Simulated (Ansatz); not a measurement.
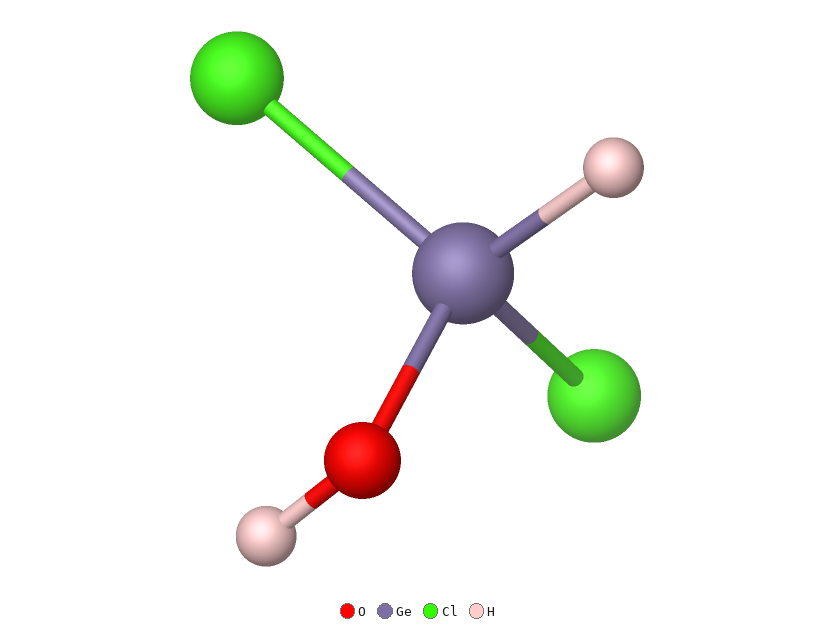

Computed geometry: PBE-D4/def2-SVP optimisation. No frequency run is at hand to confirm it as a minimum.

Draw it as a skeletal formula.

SMILES: [OH][GeH]([Cl])[Cl]

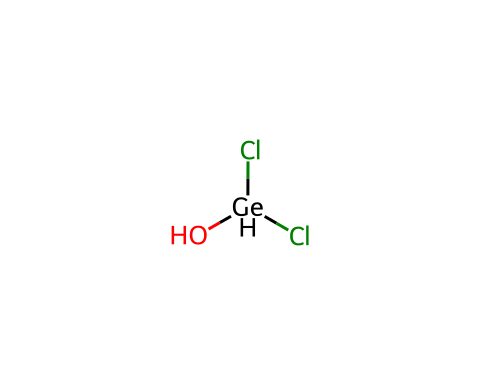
